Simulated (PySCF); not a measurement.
# CH7NSi: the cost of one run

The runs use PySCF 2.14.0, with density-fitted response routines of our own; the level of theory stands in each step. All values are computed, except where a source is named. Atoms are numbered from 0 throughout.

## (1) The molecule as given

10 atoms, charge 0, multiplicity 1; geometry from: GFN2-xTB. The atoms were then displaced at random by about 0.01 Å, so the start is not that level's minimum.

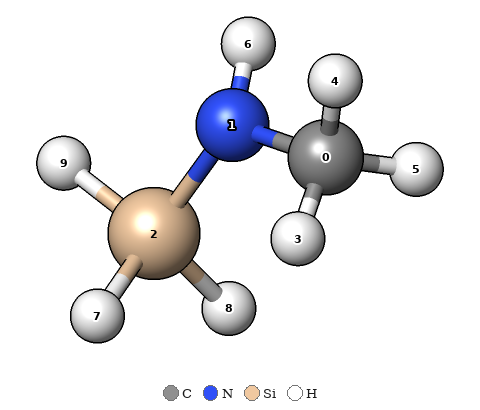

The starting geometry (carbon grey, nitrogen blue, silicon light orange, hydrogen white), atoms numbered; sticks join atoms by distance.

## (2) Geometry optimisation at PBE0-D3(BJ)/def2-SVP

Job settings and geometry (Å):

```
{"job": {"xc": "PBE0", "basis": "def2-SVP", "d3": "d3bj", "grid": 1, "shake": 0.01, "kind": "geom"}, "charge": 0, "multiplicity": 1}
C     -1.357660    -0.141920    -0.041100
N     -0.144560     0.614410    -0.112460
Si     1.385160    -0.130050    -0.016040
H     -1.216540    -1.064740    -0.562220
H     -2.176920     0.435650    -0.552770
H     -1.697990    -0.320620     0.981420
H     -0.230330     1.542610     0.278470
H      1.447680    -1.127340    -1.075500
H      1.701960    -0.799470     1.286280
H      2.339640     0.970550    -0.207140
```

Run with:

```
> OMP_NUM_THREADS=1 python probes_run.py task.json out
```

This one command runs all jobs of the session in turn.

**Question.** How long does this first job take on 1 thread of Arm Neoverse V1, shared host, and how much memory does it need?

About 12 s, with a peak of 0.34 GiB.
